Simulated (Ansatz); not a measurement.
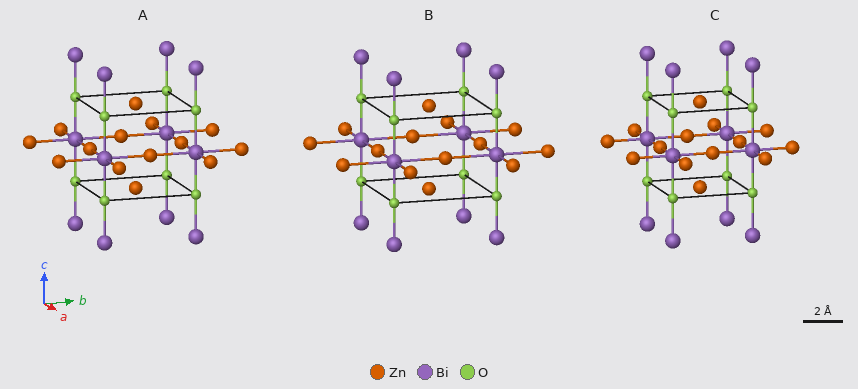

3 geometries from one relaxation of a crystal of Zn$_{3}$BiO (a generated structure, set up in P4/mmm) (coarse preliminary run), in shuffled order. A ball-and-stick model of the cell of the calculation, seen slightly off an axis.

Method: DFT PBE, scalar-relativistic, plane waves, PAW (Ansatz). (plane-wave cutoff 420 eV; k-point mesh 4 × 4 × 4; occupations gaussian; smearing width 0.1 eV; no spin polarisation; cell and atoms relaxed; force threshold 0.04 eV/Å; at most 70 steps)

Put them in the order of the run, from the start to the converged end.

C, A, B. They are steps 0, 3, 10, at +1286 meV per atom, +208 meV per atom relative to the last. The atoms keep their places relative to the cell (all moves are under 0.005 Å). Cell: a = b 4.307 → 5.537 Å (+28.6 %), c 4.490 → 4.367 Å (−2.7 %). Volume +60.8 %. Near-neighbour distances that change, for instance: Bi–Zn 2.153 → 2.769 Å, Bi–O 2.245 → 2.184 Å. The space group stays P4/mmm (No. 123). Over 8 accepted moves (10 points after the start) the energy falls by 1286 meV per atom. All forces vanish by symmetry, so only the cell relaxes. Pressure: 46.94 GPa at the start and −0.09 GPa at the end. At 2 points the geometry stayed and the basis and grid were re-selected for the new cell (energy shift of 89.1 meV per atom at most each time).
